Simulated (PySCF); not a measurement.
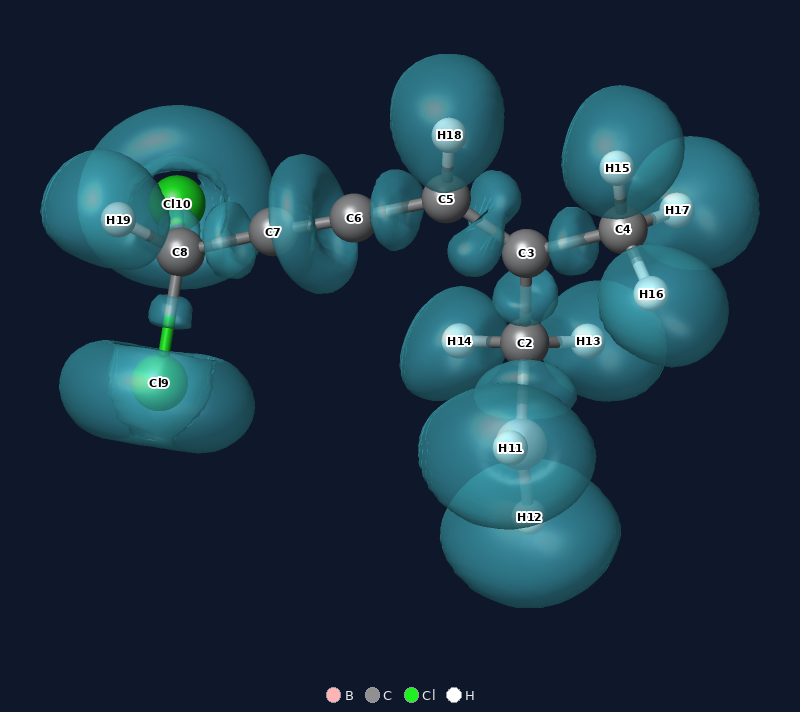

The picture shows: C7H9BCl2 (SMILES BC/C(C)=C\C#CC(Cl)Cl). Isosurface of the electron localisation function at 0.8 (cyan), seen at an oblique angle. Core shells and regions of very low density are left out.

Geometry: GFN2-xTB.

Theory: PBE0/pcSseg-1, SCF density, gas phase, non-relativistic in PySCF.

```xyz
19

B    -1.6805    1.6051   -0.7079
C    -0.9751    0.2402   -1.0471
C    -1.0276   -0.7990    0.0255
C    -2.3241   -1.5282    0.1648
C     0.0068   -1.0506    0.8387
C     1.2452   -0.3969    0.7406
C     2.3251    0.1413    0.7091
C     3.5816    0.8070    0.5773
Cl    3.3309    2.5416    0.1704
Cl    4.5660    0.0469   -0.7266
H    -2.0913    1.8263    0.3633
H    -1.7854    2.4067   -1.5515
H    -1.3849   -0.1711   -1.9745
H     0.0701    0.4837   -1.2677
H    -2.3217   -2.1919    1.0258
H    -3.1405   -0.8139    0.2680
H    -2.5192   -2.1212   -0.7295
H    -0.0673   -1.7903    1.6252
H     4.1821    0.7737    1.4885
```

Question: Identify the bonds, lone pairs and shells in this picture.

Answer: The ELF exceeds this value in one region between bonded B–C atoms (shared pairs), six regions between bonded C–C atoms (shared pairs), two regions between bonded C–Cl atoms (shared pairs), nine regions around hydrogen nuclei and two rings or bowls of non-bonding electrons around Cl. Profiles from the grid: C–C (1.21 Å): the ELF peaks at about 0.85 between the atoms (a multiple bond). C–B (1.57 Å): the ELF peaks at about 1 between the atoms: a shared electron pair.
